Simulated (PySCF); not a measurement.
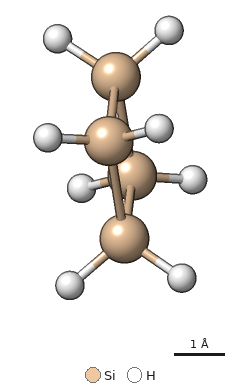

Si$_{4}$H$_{8}$, before the relaxation. A ball-and-stick model, seen from a free direction.

The start comes from GFN2-xTB. Its atoms were then displaced at random by about 0.01 Å.

These are results of PySCF 2.14.0, density-fitted response routines, PBE0-D3(BJ)/def2-SVP geometry optimisation, gas phase, not measurements.

```xyz
12

Si    0.3804   -1.6499    0.0975
Si   -1.6149   -0.3459    0.2552
Si   -0.3816    1.6205   -0.1161
Si    1.6420    0.3432   -0.2656
H     0.7072   -2.4228    1.2703
H     0.3998   -2.6163   -0.9877
H    -2.3072   -0.4192    1.5434
H    -2.6558   -0.6288   -0.7204
H    -0.7211    2.4173   -1.2748
H    -0.3999    2.6210    0.9779
H     2.3312    0.4217   -1.5248
H     2.6595    0.6309    0.7360
```

What does the optimiser find from here?

Answer. After 4 geometry steps the energy has fallen by 0.218 eV. H5 moves most after the best rigid fit: 0.093 Å. By element the largest moves are H 0.093 Å, Si 0.030 Å. Among the contacts that change: Si1–H5 1.442 → 1.497 Å, Si1–H6 1.453 → 1.497 Å, Si2–H7 1.464 → 1.497 Å, Si3–Si4 2.398 → 2.374 Å. Among the angles between lasting bonds that change: H9–Si3–H10 102.5° → 108.9°, H5–Si1–H6 104.4° → 108.9°, H11–Si4–H12 104.9° → 108.9°. Cost: 21 s on 1 thread of Arm Neoverse V2 (shared host).

The structure at the end:

```xyz
12

Si    0.3664   -1.6385    0.0951
Si   -1.6184   -0.3464    0.2605
Si   -0.3603    1.6335   -0.0993
Si    1.6246    0.3415   -0.2667
H     0.7258   -2.3742    1.3478
H     0.3839   -2.5993   -1.0523
H    -2.2856   -0.4162    1.5986
H    -2.6324   -0.6343   -0.8022
H    -0.7214    2.3789   -1.3457
H    -0.3743    2.5854    1.0560
H     2.2973    0.4125   -1.6014
H     2.6341    0.6289    0.8006
```

The end point in the same view:

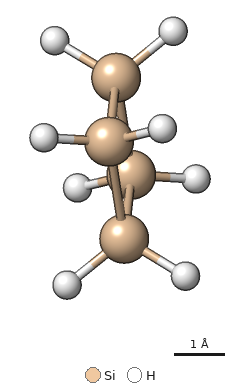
